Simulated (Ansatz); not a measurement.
The figure comes from a scan of HfN (rock salt): one N atom of a 2-atom cell moves by s along Cartesian x, with its periodic images. The numbers are results of r2SCAN (plane waves to 500 eV, PAW, scalar-relativistic; Ansatz, a quantum-chemistry and plane-wave program), not measurements. k mesh 14×14×14 (Γ-centred), Fermi-Dirac smearing 0.05 eV. Energies are smeared free energies. Left out: 2 of 11 points, with atoms too close for the PAW data. With partly filled bands, energies and forces of such displacements shift with the k mesh and the smearing. HfN is run without spin polarisation. HfN was relaxed with its symmetry unable to fall. Spin-orbit coupling is left out, though Hf is heavy. ΔE is measured from the undisplaced structure.

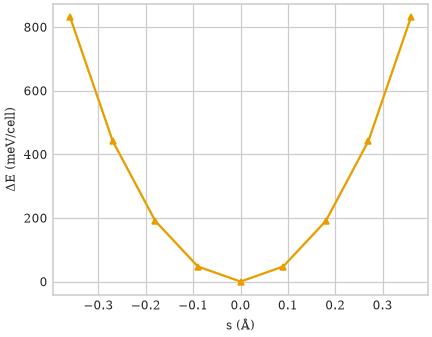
Fig. 1. ΔE (meV/cell) against s (Å); computed points joined by lines.

### Question
List the plotted points as numbers.

### Answer
To the nearest 20:

| s (Å) | ΔE (meV/cell) |
|---|---|
| -0.360 | 840 |
| -0.270 | 440 |
| -0.180 | 200 |
| -0.090 | 40 |
| 0.000 | 0 |
| 0.090 | 40 |
| 0.180 | 200 |
| 0.270 | 440 |
| 0.360 | 840 |

(For displaced atoms, the force is minus the slope of the energy, and its curvature is a force constant, which sets phonon frequencies.)
